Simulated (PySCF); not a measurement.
Consider C₂H₁₀F₂Si₃ (SMILES FC(F)C[SiH]([SiH3])[SiH3]).

```csv
atom,x (Å),y (Å),z (Å)
F,-1.7937,-1.3596,0.4470
C,-0.6017,-1.6686,1.0290
F,0.1191,-2.2965,0.0588
C,0.1021,-0.4334,1.5188
Si,0.4286,0.8358,0.0941
Si,1.9271,-0.1010,-1.4209
Si,-1.6128,1.6397,-0.6843
H,-0.8116,-2.4197,1.8085
H,1.0366,-0.7490,1.9809
H,-0.5151,0.0081,2.3003
H,1.1106,1.8942,0.8777
H,2.6843,0.9700,-2.0784
H,1.2411,-0.8454,-2.4771
H,2.9102,-1.0032,-0.8141
H,-1.4319,2.9926,-1.2224
H,-2.1459,0.8177,-1.7707
H,-2.6541,1.7302,0.3430
```

Geometry: GFN2-xTB.

Theory: PySCF 2.14.0, PBE0/pcSseg-1, SCF density, gas phase, non-relativistic.

What can the converged electron density and electron localisation function tell about the bonding?

Answer. C–F (1.36 Å): the density is about 2.2 e/Å³ at the midpoint, with its minimum of 1.7 e/Å³ about 0.5 Å from C; the ELF peaks at about 0.85 between the atoms; a polar covalent bond.
Si–Si (2.33 Å): the density is about 0.65 e/Å³ at the midpoint; the ELF peaks at about 1 between the atoms; a shared electron pair.
Si–H (1.47 Å): ρ at the midpoint is about 0.79 e/Å³; the ELF climbs to about 1 towards the hydrogen, as it does in any bond to H.

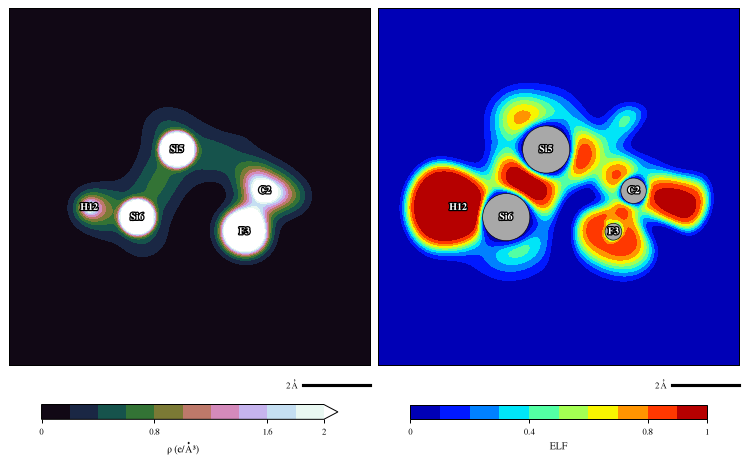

Computed electron density and electron localisation function on the plane of atoms Si5, Si6 and H12, in this order. Grey discs cover the atomic cores in the ELF map. 
